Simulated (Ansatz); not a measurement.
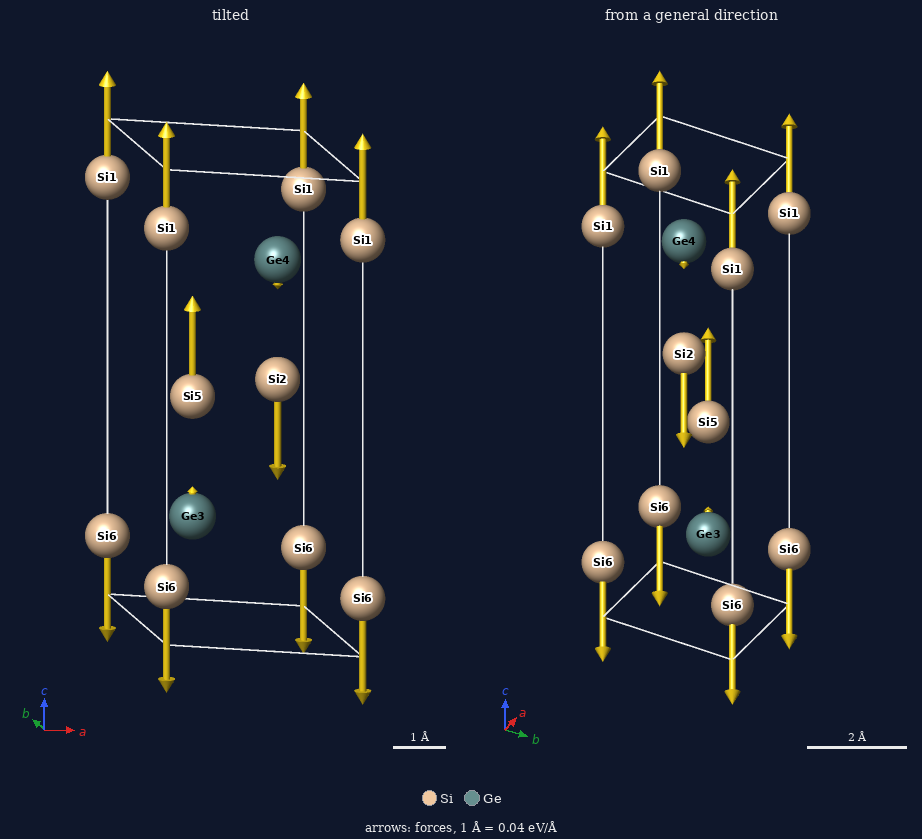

Spheres-only representation of a periodic structure, projected slightly off an axis and from a general direction. One simulation cell is outlined, and atoms on its boundary appear in each equivalent place. The arrows are the computed forces on the atoms.

System: Si2Ge. All computed values are from DFT, PBE with spin-orbit coupling, plane waves, PAW (Ansatz 0.2.0). Settings: a plane-wave cutoff of 420 eV, a 12×12×4 grid in reciprocal space, Fermi-Dirac smearing of 0.02 eV, no moments seeded, so the run stays non-magnetic, spinor wavefunctions.

Judging by the arrows, is the geometry relaxed?

Answer. No. The atoms still feel forces of up to about 0.069 eV/Å, above a usual threshold of 0.01 to 0.03 eV/Å.

The model was built from a structure type filled with these elements by a generator (whether the compound takes this form wasn't checked). Earlier steps of the study, as a rule a relaxation of our own, may have changed the cell and positions, so they can lie some per cent off the listed ones. It was run through Ansatz as a DFT input.
